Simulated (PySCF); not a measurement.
# Atomic calculation for Dy³⁺

System: Dy³⁺, configuration 1s2 2s2 2p6 3s2 3p6 3d10 4s2 4p6 4d10 4f9 5s2 5p6, multiplicity 6.
Method: unrestricted PBE, x2c-TZVPPall, spin-free X2C-1e, Gaussian nucleus (PySCF).

Output (extracts):
```
damping factor = 0
level_shift factor = 0
DIIS = <class 'pyscf.scf.diis.CDIIS'>
diis_start_cycle = 1
diis_space = 10
diis_damp = 0
SCF conv_tol = 1e-09
SCF conv_tol_grad = None
number electrons alpha = 34  beta = 29
XC functionals = PBE
    J. P. Perdew, K. Burke, and M. Ernzerhof.,  Phys. Rev. Lett. 77, 3865 (1996)
    J. P. Perdew, K. Burke, and M. Ernzerhof.,  Phys. Rev. Lett. 78, 1396 (1997)
    J. P. Perdew, K. Burke, and M. Ernzerhof.,  Phys. Rev. Lett. 77, 3865 (1996)
    J. P. Perdew, K. Burke, and M. Ernzerhof.,  Phys. Rev. Lett. 78, 1396 (1997)
cycle= 1 E= -12155.1210067077  delta_E= -0.0271  |g|= 0.383  |ddm|= 0.308
cycle= 2 E= -12155.0945041866  delta_E= 0.0265  |g|= 0.679  |ddm|= 0.364
cycle= 3 E= -12155.1351842316  delta_E= -0.0407  |g|= 0.0183  |ddm|= 0.218
cycle= 4 E= -12155.1352285131  delta_E= -4.43e-05  |g|= 0.00139  |ddm|= 0.0108
cycle= 5 E= -12155.1352287672  delta_E= -2.54e-07  |g|= 0.000133  |ddm|= 0.000932
cycle= 6 E= -12155.1352287699  delta_E= -2.71e-09  |g|= 5.77e-06  |ddm|= 9.17e-05
cycle= 7 E= -12155.1352287699  delta_E= -1.09e-11  |g|= 4.73e-07  |ddm|= 3.24e-06
converged SCF energy = -12155.1352287699  <S^2> = 8.752693  2S+1 = 6.0008976
```

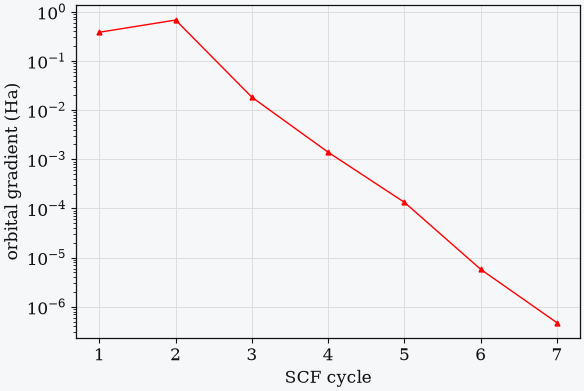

Fig. 1: Convergence: orbital gradient against the SCF cycle. The residual falls almost steadily, with no more than small rises or pauses. It goes from 0.38 to 4.7×10⁻⁷ in 7 steps.

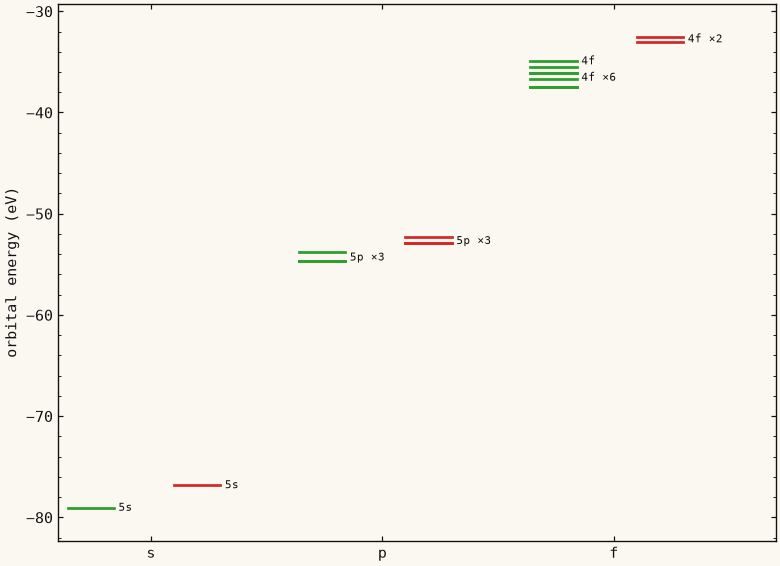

Fig. 2: Orbital energies of the mean field, from the top down to −79.1 eV, by angular momentum, α spin at the left of each column and β at the right; ×n counts the orbitals under one label. Empty levels that the record names by l alone aren't drawn. The highest filled orbital is 4f β at −32.5 eV, the lowest empty one f β at −33.0 eV.

The input:
```python
from pyscf import gto, scf, dft, mp, cc
import basis_set_exchange as bse
mol = gto.M(atom="Dy 0 0 0", charge=3, spin=5, symmetry="D2h",
            basis=gto.basis.parse(bse.get_basis("x2c-TZVPPall", elements=["Dy"], fmt="nwchem")),
            nucmod="G")
mf = dft.UKS(mol, xc="PBE").sfx2c1e()
mf.irrep_nelec = {'Ag': (9, 9), 'B1g': (2, 2), 'B2g': (2, 2), 'B3g': (2, 2), 'Au': (1, 0), 'B1u': (6, 4), 'B2u': (6, 6), 'B3u': (6, 4)}
mf.kernel()
```

The script is an equivalent of what the driver set up; the driver started from orbitals of its own, so the log can be shorter than this script's would be, and it computed the properties (radii, ⟨L²⟩, response) afterwards. It held the occupations shell by shell, which the script's counts by irreducible representation don't always enforce.

Summary:

```tsv
quantity	value
outcome	converged
total energy	−12155.1352 hartree
⟨S²⟩	8.753
⟨L²⟩	24.01
SCF iterations	7
hardware	1 CPU thread, shared host
CPU time	6.3 s (integrals apart)
```

Remarks:

The driver held the occupations shell by shell, and empty f levels lie below the filled 4f. ⟨L²⟩ departs from that of the intended term, so the determinant mixes terms.
